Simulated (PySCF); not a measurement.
Vertical excitations of a molecule C3H4Cl2Si from TDA-PBE/def2-SVPD run with PySCF, as energy in eV (oscillator strength): 5.81 (0.000), 5.94 (0.005), 5.96 (0.001), 6.19 (0.000), 6.24 (0.007), 6.26 (0.000), 6.38 (0.016), 6.59 (0.047), 6.67 (0.000), 6.88 (0.018). Lowest triplet (TDA): 4.80 eV. Geometry optimised at PBE0-D3(BJ)/def2-SVP. Other conformers were not sampled.

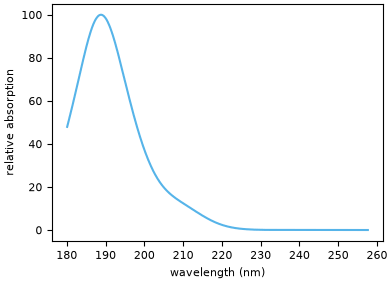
*The lines broadened by 0.4 eV.*

### Question
Identify the compound among the candidates.
A) ClC=C=C[SiH2]Cl
B) ClC1=C[Si@H](Cl)C1
C) Cl[Si]1(Cl)C=CC1
D) C#C[Si](C)(Cl)Cl

### Answer
D, C#C[Si](C)(Cl)Cl
